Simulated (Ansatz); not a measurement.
LaB6 (CaB6 type, space group Pm-3m)

```
LaB6
1.0
    4.12989     0.00000     0.00000
    0.00000     4.12989     0.00000
    0.00000     0.00000     4.12989
La B
1 6
Direct
  0.00000   0.00000   0.00000
  0.19962   0.50000   0.50000
  0.80038   0.50000   0.50000
  0.50000   0.50000   0.19962
  0.50000   0.50000   0.80038
  0.50000   0.19962   0.50000
  0.50000   0.80038   0.50000
```

The volume is varied about the relaxed value V₀ at fixed cell shape. The atoms relax within the cell's symmetry.

Calculation: PBEsol (plane waves to 420 eV, PAW, scalar-relativistic; Ansatz, a quantum-chemistry and plane-wave program). k mesh 11×11×11 (Γ-centred), Fermi-Dirac smearing 0.05 eV. Energies are smeared free energies. LaB6 is run without spin polarisation. LaB6 was relaxed with its symmetry unable to fall. The zero of ΔE is the relaxed starting cell.

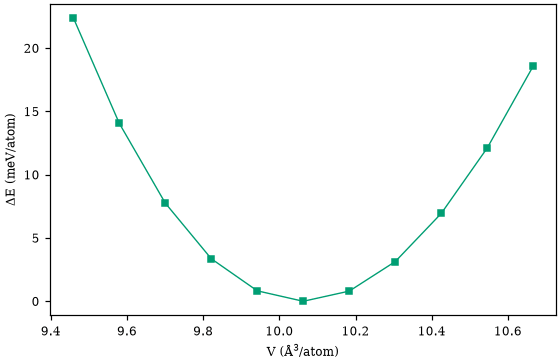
ΔE (meV/atom) against V (Å³/atom); computed points joined by lines.

The pressure at the smallest volume comes out as 12.5 GPa, the pressure derivative B₀′ (fit) is 3.7 and the bulk modulus B₀ (third-order Birch-Murnaghan fit) is 180 GPa. The pressure for 5 % compression (fit) comes out as 10.2 GPa and the energy cost of the largest expansion is 19 meV/atom.

P = (3B₀/2)(x⁷ − x⁵)[1 + ¾(B₀′ − 4)(x² − 1)] with x = (1/0.95)^(1/3), B₀ = 180 GPa and B₀′ = 3.70.

(A scan under strain: stresses follow from slopes of the energy per volume, elastic moduli from its curvatures.)
